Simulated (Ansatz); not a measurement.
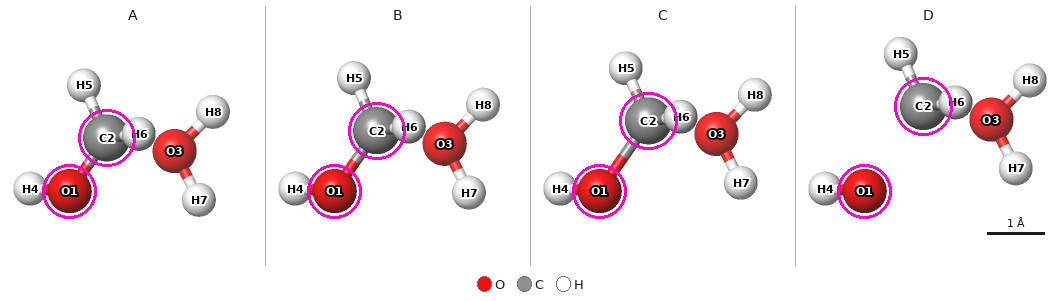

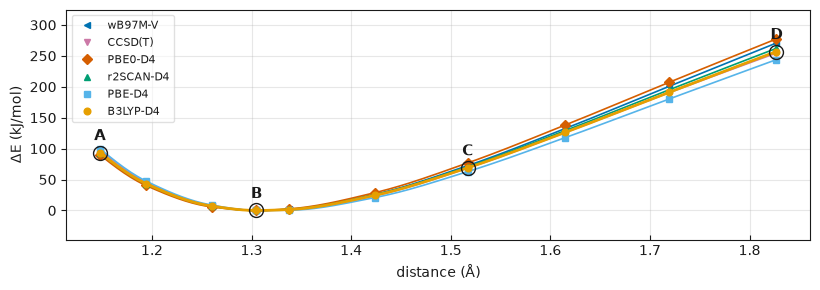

CH5O2 (charge +1): the O1–C2 distance is varied, with the rest of the molecule carried along rigidly. The lettered frames are marked on the plot, at the values of B3LYP-D4. The picture is a ball-and-stick view, seen at a tilt. The ringed atoms are those of the scanned coordinate.

Computed with Ansatz: B3LYP-D4, PBE-D4, r2SCAN-D4, PBE0-D4, CCSD(T), wB97M-V, basis def2-TZVPP, on geometries moved rigidly from the minimum at PBE0-D4/def2-TZVP. Coupled cluster with a frozen core. Energies are counted from the PBE0-D4/def2-TZVP minimum geometry at the same level.

Describe the profile.

With B3LYP-D4: of the computed points the lowest is at the distance 1.305 Å, 0.0 kJ/mol. The end points stand at 93.6 kJ/mol (1.148 Å) and 257.0 kJ/mol (1.827 Å). The curvature at the lowest point is about 55 eV/Å² (8.8 mdyn/Å). The well is steeper on the short side, as for any bond. At 1.827 Å the levels give PBE-D4 243.9 kJ/mol, CCSD(T) 254.5 kJ/mol, B3LYP-D4 257.0 kJ/mol, r2SCAN-D4 262.2 kJ/mol, wB97M-V 270.8 kJ/mol, PBE0-D4 277.4 kJ/mol. Closest to CCSD(T) there is B3LYP-D4. At 1.827 Å the mean-field solution behind CCSD(T) isn't stable (a lower one of broken symmetry exists), so those energies are less reliable.
